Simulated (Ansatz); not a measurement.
# (CdS)1(MgS)2 [001] superlattice, started as zinc blende: relaxing the cell for a phonon run

Wanted: the relaxed cell of (CdS)1(MgS)2 [001] superlattice, started as zinc blende.

Method: DFT PBEsol, scalar-relativistic, plane waves, PAW, in Ansatz 0.2.0.

The structure was built from a prototype and need not be the compound's stable phase.

### Step 1. The starting structure

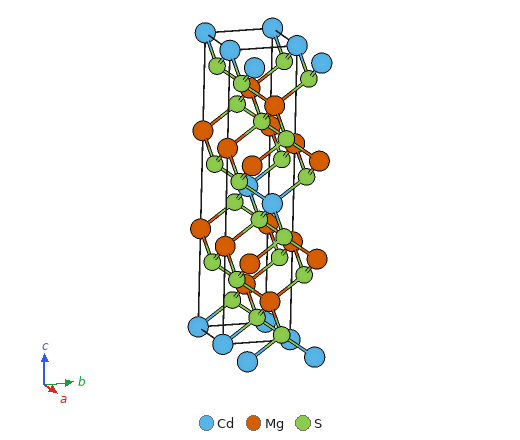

The cell as given, slightly off an axis (cadmium blue, magnesium orange, sulfur green). 2×1×1 cells are drawn. This picture shows the conventional cell, with its axes. Some periodic images of atoms are drawn too.

### Step 2. Probe on a coarse mesh

A quick single point on a coarse mesh tells whether the cell has a gap and how far it is from rest, which sets the k mesh and smearing that follow.

Input file input.yaml:

```yaml
crystal:
  lattice:
    - [2.84333, 2.84333, 0.0]
    - [-2.84333, 2.84333, 0.0]
    - [2.84333, 0.0, 8.53]
  atoms:
    - { symbol: Cd, position: [0.0, 0.0, 0.0] }
    - { symbol: Mg, position: [0.333333, 0.666667, 0.333333] }
    - { symbol: Mg, position: [0.666667, 0.333333, 0.666667] }
    - { symbol: S, position: [0.416667, 0.083333, 0.166667] }
    - { symbol: S, position: [0.75, 0.75, 0.5] }
    - { symbol: S, position: [0.083333, 0.416667, 0.833333] }
kpoints:
  mp_grid: { grid: [6, 6, 6] }
hamiltonian:
  xc: pbesol
scf:
  occupations: { method: gaussian, width: 0.1 }
output:
  forces: true
  stress: true
  eigenvalues: true
```

Run with:

```bash
$ ansatz run input.yaml --threads 4 --pin off --max-ram 14336MiB --backend cpu --events-out ev --progress --plain --runs-dir out
```

Numbers of over 12 decimals in the logs are rounded to 6 here.

Output:

```text
[...]
k-point 0: bands = [... 25 lower, 3.5990, 4.6378, 4.7150, 4.7150, 7.1075, 8.7695, 8.9144, 9.9905, ... 1 higher]
  k-point 1: bands = [... 25 lower, 3.6878, 4.4456, 4.6787, 4.6787, 7.3468, 8.5112, 9.1341, 9.8632, ... 1 higher]
  k-point 2: bands = [... 25 lower, 3.8356, 4.0415, 4.5942, 4.5942, 7.8844, 8.2923, 9.0927, 9.7513, ... 1 higher]
  k-point 29: bands = [... 25 lower, 2.9631, 3.0037, 3.1485, 3.1834, 8.2697, 8.7949, 9.5769, 9.9016, ... 1 higher]
[key lines of the parts left out:]
SCF converged after 7 iterations
Free energy (F): -14669.689378 eV
Fermi energy:    5.912733 eV
P = ⅓ Tr σ = 1.0008 GPa (10.008 kbar)
```

The job ended after 4.9 s (4 threads of Arm Neoverse V1, shared host; peak memory 0.43 GiB).

This step gave:

- pressure: 1.001 GPa
- gap on the k-mesh: 2.392 eV
- volume per atom: 22.99 Å³
- direct gap on mesh: 2.392 eV

The coarse mesh shows a gap of 2.39 eV and a pressure of 1.0 GPa.

### Step 3. Rough relaxation

The start is far from rest, so a relaxation with loose tolerances brings it close first.

input.yaml: that of step 2 with these lines changed.

```diff
@@ -22 +22,6 @@
   eigenvalues: true
+relax:
+  adjacent_minimum: "off"
+  f_tol: 0.05
+  max_steps: 80
+  cell: { stress_tol: 0.5 }
```

Output:

```text
[...]
Crystal: 6 atoms, lattice volume = 137.922 Å³
Basis set: ecut = 420 eV, 2705 PW (Γ), exchange–correlation on 54×54×128 points (8 copies of the dense FFT grid, shifted against one another)
Bands: 35, of which v1, the nominal top of the filled ones, is band 29 counted from 1 (28 counted from 0)
Symmetry: 8 space group operations
[...]
cell:  # Å, volume = 139.7476 Å³
    - [2.858173, 2.858173, 0]
    - [-2.858173, 2.858173, 0]
    - [2.858173, 0, 8.553370]
  atoms:
    - { symbol: Cd, position: [0, 0, 0.0] }
    - { symbol: Mg, position: [0.331247, 0.668753, 0.337506] }
    - { symbol: Mg, position: [0.668753, 0.331247, 0.662494] }
    - { symbol: S, position: [0.412213, 0.087787, 0.175574] }
    - { symbol: S, position: [0.750000, 0.75, 0.5] }
    - { symbol: S, position: [0.087787, 0.412213, 0.824426] }
[key lines of the parts left out:]
SCF converged after 4 iterations
Free energy (F): -14669.742837 eV
Fermi energy:    5.690705 eV
P = ⅓ Tr σ = -0.1088 GPa (-1.088 kbar)
```

Run time: 14 s. Hardware: 4 threads; peak memory 0.48 GiB.

Relaxation path:

```tsv
step	energy less that of the first step (eV)	largest force component (eV/Å)	pressure (GPa)	volume (Å³)
1	0.0000	0.6529	1.00	137.92
2	-0.0533	0.0366	-0.11	139.75
3*	-0.0535	0.0367	-0.11	139.75
```

Relaxation steps marked * repeat the geometry before them on a plane-wave basis chosen anew for their cell, so energy and pressure can jump there.

The run keeps the 8 symmetry operations that it works with, so distortions that break them were not tested.

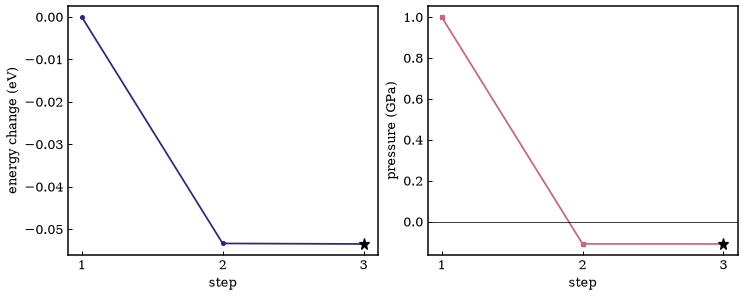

Energy and pressure along the relaxation. Stars mark steps on a basis chosen anew.

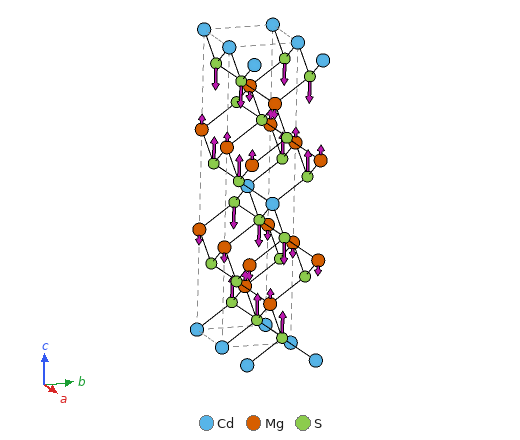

Displacements in the relaxation, exaggerated, measured against the changing cell; the longest in the cell stands for 0.08 Å. 2×1×1 conventional cells are drawn. Some periodic images of atoms are drawn too.

```tsv
conventional cell, symmetrised	before	after	change
a (Å)	4.021	4.042	+0.5 %
b (Å)	4.021	4.042	+0.5 %
c (Å)	17.060	17.107	+0.3 %
volume (Å³/atom)	22.99	23.29	+1.3 %
```

The atoms that moved most (Å, as changes of fractional coordinates times the final cell):

```tsv
atom	dx	dy	dz	length
S4	0.000	0.000	0.076	0.076
S6	0.000	0.000	-0.076	0.076
Mg2	0.000	0.000	0.036	0.036
Mg3	0.000	0.000	-0.036	0.036
```

This step gave:

```yaml
pressure: -0.1088 GPa
gap_on_the_k_mesh: 2.342 eV
volume_per_atom: 23.29 Å³
direct_gap_on_mesh: 2.342 eV
```

In this step the volume went from 22.99 to 23.29 Å³/atom.

### Step 4. Relaxation

Harmonic phonons are second derivatives at a point where the forces vanish, and they are wanted at zero stress, so atoms and cell are relaxed first.

Input file input.yaml:

```yaml
crystal:
  lattice:
    - [2.8581734537, 2.8581734537, 0.0]
    - [-2.8581734537, 2.8581734537, 0.0]
    - [2.8581734537, 0.0, 8.5533701308]
  atoms:
    - { symbol: Cd, position: [0.0, 0.0, 0.0] }
    - { symbol: Mg, position: [0.3312471862, 0.6687528138, 0.3375056276] }
    - { symbol: Mg, position: [0.6687528138, 0.3312471862, 0.6624943724] }
    - { symbol: S, position: [0.4122130269, 0.0877869731, 0.1755739461] }
    - { symbol: S, position: [0.75, 0.75, 0.5] }
    - { symbol: S, position: [0.0877869731, 0.4122130269, 0.8244260539] }
kpoints:
  mp_grid: { grid: [6, 6, 6] }
hamiltonian:
  xc: pbesol
scf:
  occupations: { method: gaussian, width: 0.02 }
output:
  forces: true
  stress: true
  eigenvalues: true
relax:
  adjacent_minimum: "off"
  f_tol: 0.005
  max_steps: 80
  cell: { stress_tol: 0.05 }
```

Output:

```text
[...]
Crystal: 6 atoms, lattice volume = 139.748 Å³
Basis set: ecut = 420 eV, 2753 PW (Γ), exchange–correlation on 60×60×128 points (8 copies of the dense FFT grid, shifted against one another)
Bands: 35, of which v1, the nominal top of the filled ones, is band 29 counted from 1 (28 counted from 0)
Symmetry: 8 space group operations
[...]
k-points: 30 of 216 (time reversal used)
[...]
SCF iter   1: F=—  HF=-14669.752420 eV  |F-HF|=—  |Δ(HF+E_count)|=         —  Δρ=4.13e-3  dr2=3.50e-2  ethr=1.77e-3  ⟨swp⟩=7.4  Hψ=4391  notcnv=0  defer=1
[...]
SCF iter   7: F=-14669.742837 eV  HF=-14669.742837 eV  |F-HF|=1.28e-8  |Δ(HF+E_count)|=   1.50e-7  Δρ=2.67e-6  dr2=8.65e-9  ethr=1.72e-10  ⟨swp⟩=8.8  Hψ=4399  notcnv=0
SCF 1 converged in 7 iterations: F = -14669.742837 eV  dr2 = 8.65e-9
[...]
relax step   1: F+E_penalty+E_count = -14669.74283741 eV  Δ(F+E_penalty+E_count) = +0.000e0 eV  max|allowed force component| = 3.665e-2 eV/Å  Δτ_max = 0.0000 Å  P = -0.109 GPa  Ω = 139.748 Å³  (7 SCF iters, dr2 threshold 1.00e-7 eV, accepted)
Crystal: 6 atoms, lattice volume = 139.542 Å³
[...]
SCF iter   5: F=-14669.743259 eV  HF=-14669.743259 eV  |F-HF|=5.83e-9  |Δ(HF+E_count)|=   5.97e-9  Δρ=3.04e-6  dr2=1.16e-8  ethr=1.66e-10  ⟨swp⟩=4.3  Hψ=3527  notcnv=0
SCF 2 converged in 5 iterations: F = -14669.743259 eV  dr2 = 1.16e-8
relax step   2: F+E_penalty+E_count = -14669.74325890 eV  Δ(F+E_penalty+E_count) = -4.215e-4 eV  max|allowed force component| = 9.618e-3 eV/Å  Δτ_max = 0.0027 Å  P = -0.025 GPa  Ω = 139.542 Å³  energy of the carried Pulay correction = +1.370e-5 eV  (5 SCF iters, dr2 threshold 9.65e-8 eV, accepted)
Crystal: 6 atoms, lattice volume = 139.448 Å³
[...]
SCF iter   5: F=-14669.743382 eV  HF=-14669.743382 eV  |F-HF|=2.84e-9  |Δ(HF+E_count)|=   1.53e-8  Δρ=2.40e-6  dr2=5.19e-9  ethr=2.68e-11  ⟨swp⟩=4.0  Hψ=3420  notcnv=0
SCF 3 converged in 5 iterations: F = -14669.743382 eV  dr2 = 5.19e-9
relax step   3: F+E_penalty+E_count = -14669.74338200 eV  Δ(F+E_penalty+E_count) = -1.231e-4 eV  max|allowed force component| = 4.391e-3 eV/Å  Δτ_max = 0.0019 Å  P = +0.008 GPa  Ω = 139.448 Å³  energy of the carried Pulay correction = +1.994e-5 eV  (5 SCF iters, dr2 threshold 1.56e-8 eV, accepted)
[...]
SCF iter   1: F=—  HF=-14669.743383 eV  |F-HF|=—  |Δ(HF+E_count)|=         —  Δρ=6.91e-6  dr2=9.02e-9  ethr=9.81e-8  ⟨swp⟩=3.2  Hψ=7137  notcnv=0
eigensolver tolerance schedule: the retry pair's looser diagonalisation over-reported the residual by 6310.93 of it (diagonalisation noise at 0.25 of the residual, at the tolerance the schedule requests for it); recorded, not acted on — ethr = c·dr2/N_el stays at c = 1.0e-1
[...]
SCF iter   2: F=—  HF=-14669.743359 eV  |F-HF|=—  |Δ(HF+E_count)|=   2.40e-5  Δρ=3.46e-6  dr2=1.84e-9  ethr=1.55e-11  ⟨swp⟩=3.0  Hψ=2195  notcnv=0
[...]
SCF iter   4: F=-14669.743360 eV  HF=-14669.743360 eV  |F-HF|=3.46e-11  |Δ(HF+E_count)|=   3.18e-9  Δρ=1.36e-7  dr2=2.82e-11  ethr=1.00e-12  ⟨swp⟩=4.4  Hψ=3615  notcnv=0
SCF 4 converged in 4 iterations: F = -14669.743360 eV  dr2 = 2.82e-11
relax step   4: F+E_penalty+E_count = -14669.74335958 eV  Δ(F+E_penalty+E_count) = +2.242e-5 eV  max|allowed force component| = 4.387e-3 eV/Å  Δτ_max = 0.0000 Å  P = +0.008 GPa  Ω = 139.448 Å³  stress off target by 1.44e-2 GPa  SCF on the basis re-selected at this cell (its energy is not comparable with the rows above)  (4 SCF iters)
basis re-selected at this cell: Δ(F+E_penalty+E_count) = +2.242e-5 eV, ΔP = +0.000 GPa vs the last step (what re-selecting the basis moved, of the pressure what is left beyond the Pulay correction that the steps carried, after the strain that the cell walked since its last selection, with what the two solves' SCF thresholds leave and, on support functions, any second-order correction that the steps lacked; it is no m [...]
SCF converged after 4 iterations
Free energy (F): -14669.743360 eV
[...]
Internal energy: -14669.743360 eV  (E = F + TS)
E sigma→0 (E₀):  -14669.743360 eV
Fermi energy:    5.708638 eV
[...]
--- Forces (eV/Å), atoms counted from 1 ---
  atom   1  Cd     0.00000000     0.00000000     0.00000000
  atom   2  Mg    -0.00000000     0.00000000     0.00172034
  atom   3  Mg    -0.00000000     0.00000000    -0.00172034
  atom   4  S      0.00000000    -0.00000000    -0.00438693
  atom   5  S      0.00000000     0.00000000     0.00000000
  atom   6  S      0.00000000    -0.00000000     0.00438693
  max |Σ_I F_I| component: 9.00e-18 eV/Å
--- Stress (GPa, compression-positive) ---
        0.014374       0.000000       0.000000
        0.000000       0.014374       0.000000
        0.000000       0.000000      -0.005350
  P = ⅓ Tr σ = 0.0078 GPa (0.078 kbar)
--- Band table (eV; the first three rows and the last of 30) ---
  k-point 0: bands = [... 25 lower, 3.4300, 4.4253, 4.5294, 4.5294, 6.8878, 8.6681, 8.8403, 9.8483, ... 2 higher]
  k-point 1: bands = [... 25 lower, 3.5365, 4.2333, 4.4899, 4.4899, 7.1237, 8.4255, 9.0312, 9.6992, ... 2 higher]
  k-point 2: bands = [... 25 lower, 3.7032, 3.8249, 4.3952, 4.3952, 7.6489, 8.2045, 8.9643, 9.5884, ... 2 higher]
  k-point 29: bands = [... 25 lower, 2.8577, 2.9464, 3.0644, 3.0999, 8.1682, 8.6708, 9.2166, 9.7956, ... 2 higher]
--- Relaxed structure (3 steps of the walk, 3 accepted, 1 SCFs on fresh bases) ---
[...]
cell:  # Å, volume = 139.4482 Å³
    - [2.862099, 2.862099, 0]
    - [-2.862099, 2.862099, 0]
    - [2.862099, 0, 8.511649]
  atoms:
    - { symbol: Cd, position: [0, 0, 0] }
    - { symbol: Mg, position: [0.331404, 0.668596, 0.337192] }
    - { symbol: Mg, position: [0.668596, 0.331404, 0.662808] }
    - { symbol: S, position: [0.412045, 0.087955, 0.175910] }
    - { symbol: S, position: [0.75, 0.75, 0.500000] }
    - { symbol: S, position: [0.087955, 0.412045, 0.824090] }
```

Elapsed: 17 s, on 4 threads; peak memory 0.49 GiB.

The steps of the relaxation:

```tsv
step	energy less that of the first step (eV)	largest force component (eV/Å)	pressure (GPa)	volume (Å³)
1	0.0000	0.0367	-0.11	139.75
2	-0.0004	0.0096	-0.03	139.54
3	-0.0005	0.0044	0.01	139.45
4*	-0.0005	0.0044	0.01	139.45
```

Relaxation steps marked * repeat the geometry before them on a plane-wave basis chosen anew for their cell, so energy and pressure can jump there.

Forces are held to the 8 operations that the run works with; a distortion that breaks them can't arise in this run.

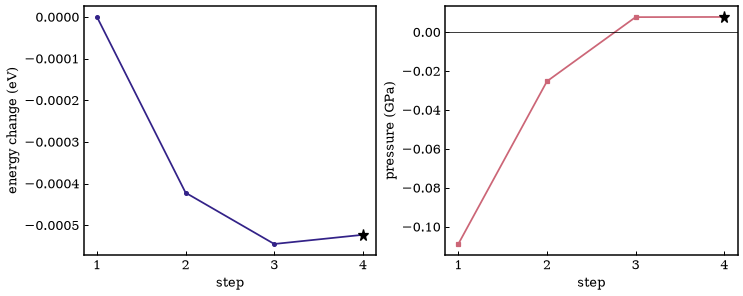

Energy and pressure along the relaxation. Stars mark steps on a basis chosen anew.

```tsv
conventional cell, symmetrised	before	after	change
a (Å)	4.042	4.048	+0.1 %
b (Å)	4.042	4.048	+0.1 %
c (Å)	17.107	17.023	-0.5 %
volume (Å³/atom)	23.29	23.24	-0.2 %
```

Final coordinates:

```xyz
6
Lattice="2.8621 2.8621 0.0000 -2.8621 2.8621 0.0000 2.8621 0.0000 8.5116" Properties=species:S:1:pos:R:3 pbc="T T T"
Cd    0.0000    0.0000    0.0000
Mg    0.0000    2.8621    2.8701
Mg    2.8621    2.8621    5.6416
S     1.4310    1.4310    1.4973
S     1.4310    4.2931    4.2558
S     1.4310    1.4310    7.0144
```

This step gave:

| Item | Value |
| --- | --- |
| pressure | 0.007799 GPa |
| gap on the k-mesh | 2.358 eV |
| volume per atom | 23.24 Å³ |
| direct gap on mesh | 2.358 eV |

In this step the volume went from 23.29 to 23.24 Å³/atom.

### Step 5. Tight relaxation

Phonons need a cell at rest on their own settings, so the relaxation is repeated with tight tolerances on forces and stress, using the mesh and the filling of the phonon run that follows.

Input file input.yaml:

```yaml
crystal:
  lattice:
    - [2.8620986016, 2.8620986016, 0.0]
    - [-2.8620986016, 2.8620986016, 0.0]
    - [2.8620986016, 0.0, 8.5116490643]
  atoms:
    - { symbol: Cd, position: [0.0, 0.0, 0.0] }
    - { symbol: Mg, position: [0.3314038398, 0.6685961602, 0.3371923204] }
    - { symbol: Mg, position: [0.6685961602, 0.3314038398, 0.6628076796] }
    - { symbol: S, position: [0.4120447518, 0.0879552482, 0.1759104965] }
    - { symbol: S, position: [0.75, 0.75, 0.5] }
    - { symbol: S, position: [0.0879552482, 0.4120447518, 0.8240895035] }
kpoints:
  mp_grid: { grid: [8, 8, 8] }
hamiltonian:
  xc: pbesol
scf:
  occupations: { method: fixed }
output:
  forces: true
  stress: true
  eigenvalues: true
relax:
  adjacent_minimum: "off"
  f_tol: 0.001
  max_steps: 60
  cell: { stress_tol: 0.01 }
```

Output:

```text
[...]
Crystal: 6 atoms, lattice volume = 139.448 Å³
Basis set: ecut = 420 eV, 2753 PW (Γ), exchange–correlation on 60×60×128 points (8 copies of the dense FFT grid, shifted against one another)
Bands: 35, of which v1, the nominal top of the filled ones, is band 29 counted from 1 (28 counted from 0)
Symmetry: 8 space group operations
[...]
k-points: 59 of 512 (time reversal used)
[...]
cell:  # Å, volume = 139.4557 Å³
    - [2.862359, 2.862359, 0]
    - [-2.862359, 2.862359, 0]
    - [2.862359, 0, 8.510563]
  atoms:
    - { symbol: Cd, position: [0, 0, 0] }
    - { symbol: Mg, position: [0.331410, 0.668590, 0.337181] }
    - { symbol: Mg, position: [0.668590, 0.331410, 0.662819] }
    - { symbol: S, position: [0.412076, 0.087924, 0.175848] }
    - { symbol: S, position: [0.75, 0.750000, 0.500000] }
    - { symbol: S, position: [0.087924, 0.412076, 0.824152] }
[key lines of the parts left out:]
SCF converged after 6 iterations
Free energy (F): -14669.744374 eV
Fermi energy:    4.528580 eV
P = ⅓ Tr σ = 0.0040 GPa (0.040 kbar)
```

It took 25 s on 4 threads; peak memory 0.57 GiB.

Little changed from the start: no atom moved by 0.005 Å and no cell edge by 0.1 %.

Numbers from this step:

```
pressure           : 0.003968 GPa
gap on the k-mesh  : 2.359 eV
direct gap on mesh : 2.359 eV
```

The largest force component left is 0.64 meV/Å and the pressure is 0.004 GPa, within the tolerances set. The cell now holds 23.24 Å³/atom.

### Step 6. Outcome

```json
{
  "space group after relaxation (within 0.01 Å)": "I-4m2",
  "lattice constant a": "4.048 Å",
  "lattice constant b": "4.048 Å",
  "lattice constant c": "17.021 Å",
  "volume per atom": "23.2 Å³",
  "gap on the k-mesh": "2.36 eV"
}
```

What this shows: The largest force component left is 0.64 meV/Å and the pressure is 0.004 GPa, within the tolerances set. The cell now holds 23.24 Å³/atom. The relaxation keeps the symmetry of its start, so it says nothing on stability against lower symmetry. The starting cell was built on a prototype and not taken from a measurement, so the phase need not exist.

[Logs are printed without paths, hosts, clocks, repeated set-up lines and the standing remarks that a program may print on its own settings, such as how far it seeks lower states.]

[Hosts, paths, dates, database ids (printed as entryN), source tags and the programs' standing remarks are cut or masked in the printed files.]
